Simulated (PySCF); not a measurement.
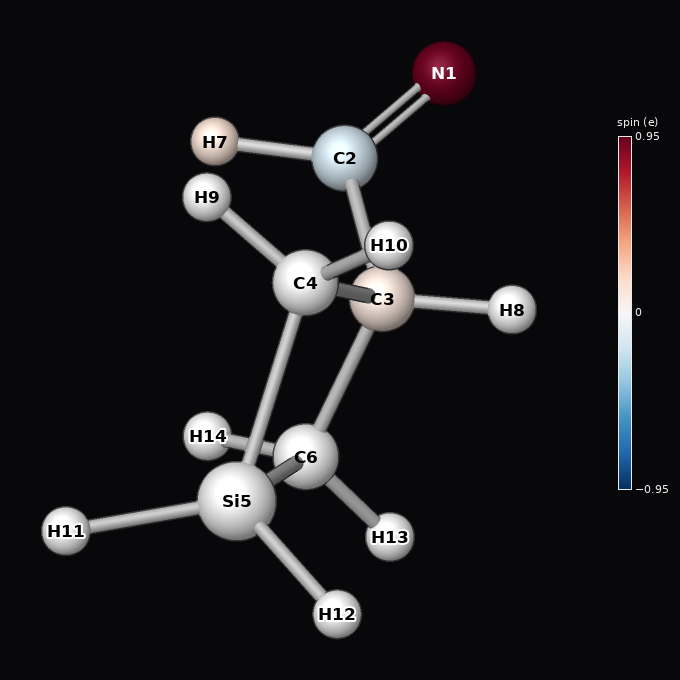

Atoms are coloured by their Mulliken spin populations. The species is neutral and a spin doublet. The geometry was computed by an optimisation with GFN2-xTB. No frequency run is at hand to confirm it as a minimum. Method: UKS B3LYP, pcH-1 on C H N Si, non-relativistic (PySCF 2.14.0).

Q: Which atom carries the largest spin population?

A: N1 (0.93 e).

Q: Which atom has the lowest spin population?

A: C2 (−0.17 e); a negative value comes from spin polarisation.

Give the Mulliken spin populations atom by atom.

```tsv
atom	value (e)
N1	0.93
C2	−0.17
C3	0.10
C4	0.00
Si5	0.00
C6	0.00
H7	0.12
H8	0.00
H9	0.00
H10	0.00
H11	0.00
H12	0.00
H13	0.00
H14	0.00
```

Mulliken values depend strongly on the basis set. The geometry is semi-empirical. Around Si such bond lengths and angles can be off by a tenth of an ångström or more and by several degrees, and values that hang on the shape move with them.
